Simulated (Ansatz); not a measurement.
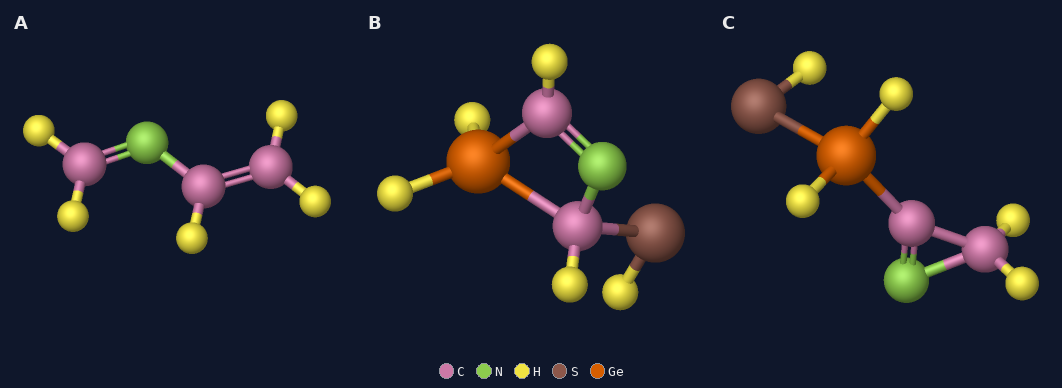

```sh
ansatz run in.yaml --threads 4 --pin off --events-out ev --progress --plain --max-ram 10444MiB
```

```yaml
crystal:
  periodic: [false, false, false]
  atoms:
    - {symbol: S, position_ang: [-0.108985, 1.579793, 1.642349]}
    - {symbol: C, position_ang: [0.072536, 0.853839, -0.006122]}
    - {symbol: N, position_ang: [1.444266, 0.335275, -0.138464]}
    - {symbol: C, position_ang: [1.319709, -0.909650, -0.392311]}
    - {symbol: Ge, position_ang: [-0.645102, -0.988585, -0.361187]}
    - {symbol: H, position_ang: [-1.367033, 2.011574, 1.458318]}
    - {symbol: H, position_ang: [-0.113575, 1.618755, -0.761418]}
    - {symbol: H, position_ang: [2.194069, -1.538036, -0.560881]}
    - {symbol: H, position_ang: [-1.381383, -1.295521, -1.682262]}
    - {symbol: H, position_ang: [-1.331402, -1.718543, 0.804875]}
basis:
  gaussian: {orbitals: "def2-QZVPP.json"}
correlation: {method: mp2}
```

Which picture belongs to the input above?

B. The file holds C2H5GeNS, `S[C@H]1N=[CH][GeH2]1`.
